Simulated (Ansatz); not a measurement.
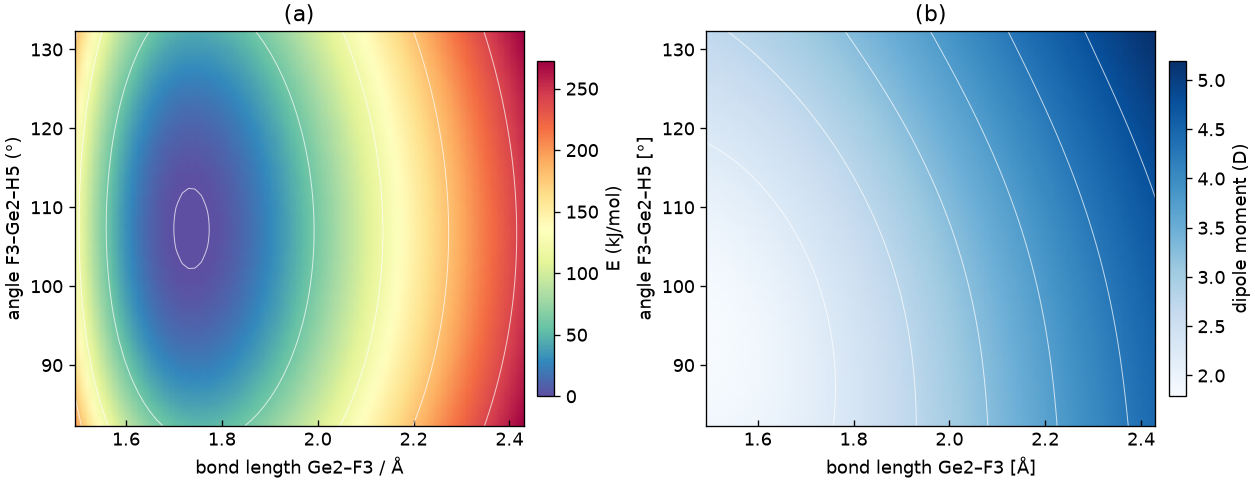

FGeH₂O, SMILES [O][GeH2][F], spin multiplicity 2. The first coordinate is: bond length Ge2–F3; the second: angle F3–Ge2–H5. Nothing is relaxed (all other coordinates rigid). Grid: 11 × 11 points. Points are written as (first, second). Energies: kJ/mol, counted from the lowest grid point. The calculation used UKS PBE0-D4/def2-SVP (Ansatz 0.2.0).

Panel (a) is the energy and panel (b) the computed dipole moment on the same grid.

Drawn: a smooth colour map with a few white contour lines. Between grid points the surface is interpolated.

> How does the dipole moment vary over the map, and what is it at the lowest grid point?

Leaving out the highest fifth of the energies, it runs from 1.79 D at (1.493 Å, 92.3°) to 4.63 D at (2.243 Å, 132.3°). At the lowest grid point, (1.774 Å, 107.3°), it is 2.51 D.
